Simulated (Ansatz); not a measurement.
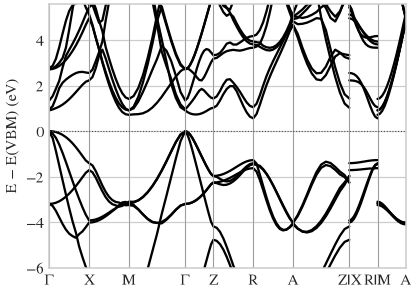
*Band structure from r²SCAN in the plane-wave PAW code Ansatz*

Question: Read off the gap and where the band edges lie.

Answer: About 0.6 eV (0.56 eV by a search for the band edges); maximum at Γ, minimum at R.

Question: Pick the material that matches.
(A) BaTiO3, P4mm (Ba on 1b, Ti on 1a, O on 2c, O on 1a)
(B) Si2Ru, P4_2/mnm (Ru on 2a, Si on 4f)
(C) B2CO, P-4m2 (B on 2g, C on 1a, O on 1c)
(D) SiGe3, P-4m2 (Si on 1a, Ge on 2g, Ge on 1c)

Answer: D, SiGe3, P-4m2 (Si on 1a, Ge on 2g, Ge on 1c)

The start of the workflow was typed in or built on a structure type; neither database checked (COD, Materials Project) lists it. Its standing as an ambient phase is unchecked. The cell was relaxed with r²SCAN under the symmetry of its start; its stability against distortions is not shown here. Spin–orbit coupling is left out wherever it is not named.

Potentials: the earlier of the program's two PAW sets.
